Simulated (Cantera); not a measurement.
Input: 1 mol AlCl3, 0.66 mol N2O, 13 mol N2, at 0.00710 bar.

Method: chemical equilibrium by Gibbs-energy minimisation in Cantera with the NASA 1993 tables (ideal gas, pure condensed phases). Candidate condensed phases: Al, AlCl3, AlN, Al2O3; 24 gas species. The tables' values for AlCl2 are old estimates; treat these amounts as uncertain. Condensed phases not in the tables: AlOCl. Kinetics and transport are ignored.

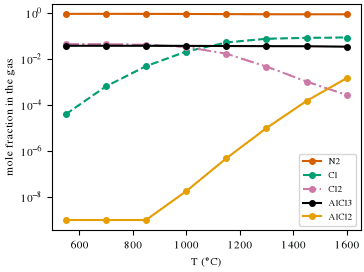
Figure: Equilibrium gas composition (values under 1e-9 drawn at 1e-9)

From 550 °C to 1600 °C the condensed part is Al2O3(s). The main Al-bearing gas is AlCl3 throughout.
